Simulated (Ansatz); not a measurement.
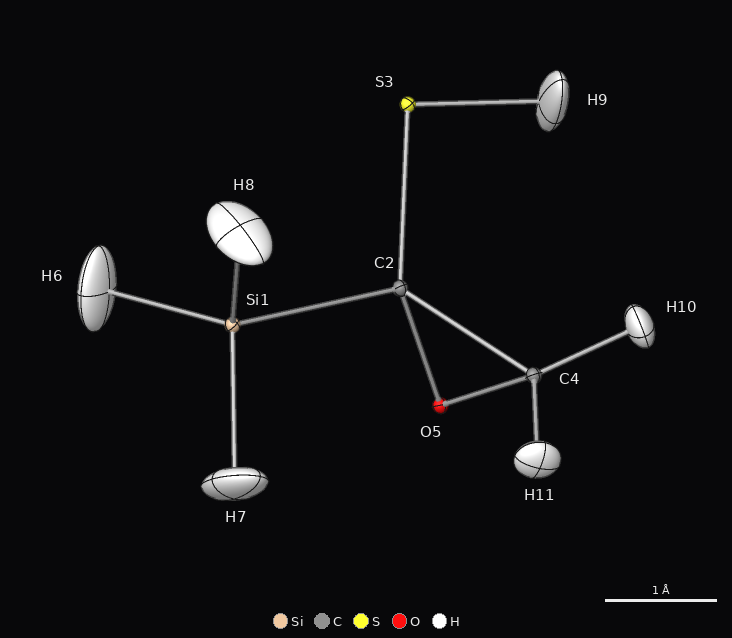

Displacement ellipsoids at the 50 % level, from the internal vibrations of the free molecule (harmonic, no overall translation or rotation; no half-axis is drawn under 0.075 Å). Vibrations computed with RKS PBE0-D4/def2-TZVP (Ansatz 0.2.0). Temperature: 0 K (zero-point motion alone).

**Which atom moves most?**

H9, with U_eq = 0.0446 Å².

**Does H9 move more along its bond or across it?**

Across it: the root-mean-square amplitude is 0.083 Å along the bond and up to 0.326 Å across, since bending and torsion are softer than stretching.

List U_eq and the three principal root-mean-square amplitudes for each kind of atom.

| atom | U_eq (Å²) | rms amplitudes (Å) |
| --- | --- | --- |
| Si1 | 0.00077 | 0.016, 0.029, 0.035 |
| C2 | 0.0020 | 0.038, 0.042, 0.052 |
| S3 | 0.00073 | 0.018, 0.024, 0.036 |
| C4 | 0.0019 | 0.031, 0.045, 0.051 |
| O5 | 0.0017 | 0.026, 0.043, 0.051 |
| H6 | 0.0351 | 0.087, 0.166, 0.264 |
| H7 | 0.0322 | 0.090, 0.165, 0.247 |
| H8 | 0.0323 | 0.087, 0.165, 0.249 |
| H9 | 0.0446 | 0.083, 0.143, 0.326 |
| H10 | 0.0149 | 0.083, 0.136, 0.139 |
| H11 | 0.0146 | 0.082, 0.130, 0.143 |
